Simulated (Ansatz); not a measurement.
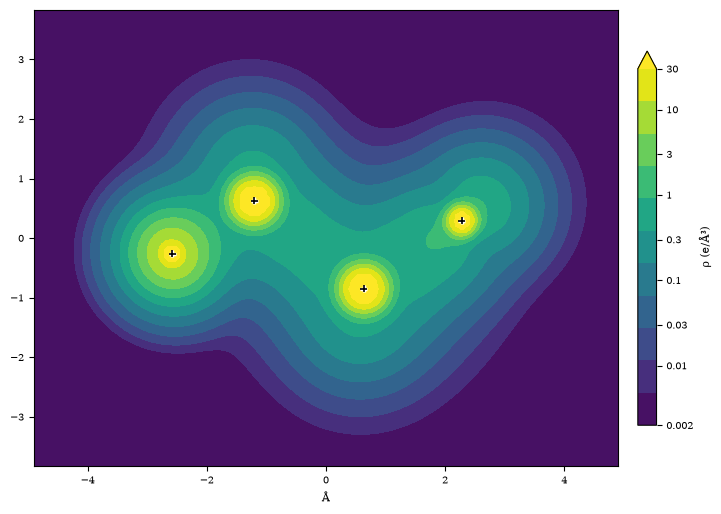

The electron density on a plane through atoms (crosses mark nuclei in the plane).

Theory: RKS PBE0/def2-SVP in Ansatz 0.2.0.

Candidates:
A. BH2NSe
B. BFH6Si2

Question: Which system is this?

Answer: Candidate B: BFH6Si2 on the plane of atoms B1, Si2 and Si3, which holds B, Si and F. Si–F (1.63 Å): ρ at the midpoint is about 0.99 e/Å³. Si–B (2.00 Å): ρ is about 0.8 e/Å³ halfway.
